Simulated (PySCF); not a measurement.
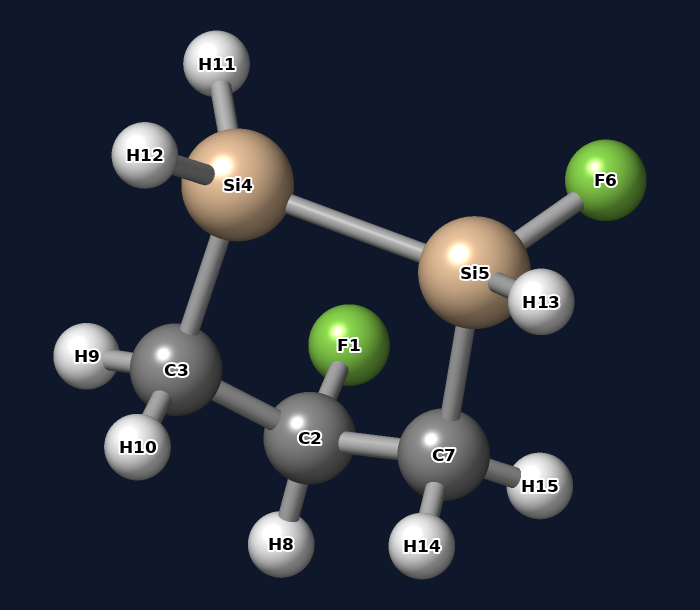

The thickness of each stick grows with its Mayer bond order. Computed geometry: GFN2-xTB optimisation. No frequency run is at hand to confirm it as a minimum. Method: PBE0/pcSseg-1 (PySCF 2.14.0).

List the Mayer bond orders of F1–C2, C2–C3, C2–C7, C3–Si4, Si4–Si5, Si5–F6, Si5–C7 (bonds between heavy atoms, one of each equivalent set).

| bond | Mayer order | length (Å) |
| --- | --- | --- |
| F1–C2 | 0.86 | 1.391 |
| C2–C3 | 1.02 | 1.525 |
| C2–C7 | 1.02 | 1.527 |
| C3–Si4 | 0.87 | 1.922 |
| Si4–Si5 | 0.90 | 2.309 |
| Si5–F6 | 0.92 | 1.618 |
| Si5–C7 | 0.85 | 1.918 |

The geometry is semi-empirical. Around Si such bond lengths and angles can be off by a tenth of an ångström or more and by several degrees, and values that hang on the shape move with them.
